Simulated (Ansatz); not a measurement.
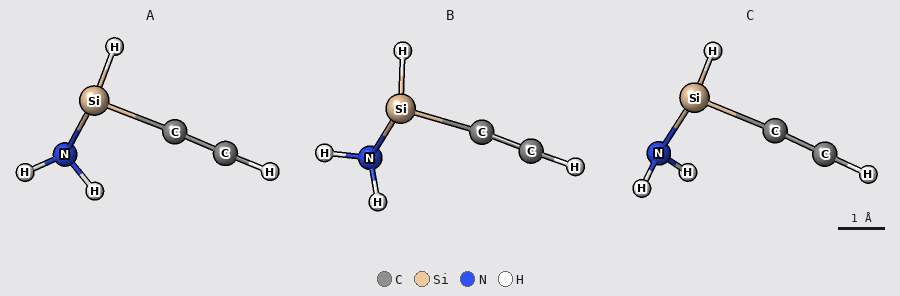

3 geometries from one relaxation of C₂H₄NSi (charge −1), in shuffled order. Style: ball-and-stick. Shown at a tilt.

The run prepares an end point of a later path (torsion) calculation, from a guessed geometry.

Theory: RKS PBE0-D4/def2-SVP (Ansatz 0.2.0). Set-up: no spin polarisation; force threshold 0.015 eV/Å; at most 40 steps.

> Put them in the order of the run, from the start to the converged end.

B, A, C. They are steps 0, 7, 14, at +0.358 eV, +0.123 eV relative to the last. After 12 accepted moves (14 points after the start) the energy has fallen by 0.358 eV. The largest force component goes from 1.3 to 0.0043 eV/Å. The line search rejected the trial steps at points 4, 12 of the run. The atom that moves furthest after the best rigid fit is an H atom (1.16 Å). Largest moves by element: H 1.16 Å, N 0.31 Å, Si 0.28 Å, C 0.21 Å. Among the contacts that change: C–Si 1.863 → 1.925 Å, H–Si 1.515 → 1.547 Å, C–C 1.210 → 1.230 Å, C–H 1.062 → 1.074 Å. Bond angles that change, for instance: C–C–Si 161.7° → 173.5°, C–Si–H 101.2° → 93.5°, C–C–H 175.2° → 179.5°. Groups turn about N–Si by about 95°. Cost: 37 s on 1 thread of Arm Neoverse V2 (shared host), peak memory 0.15 GiB.

Limits of the set-up: the basis has no diffuse functions, which an anion needs.
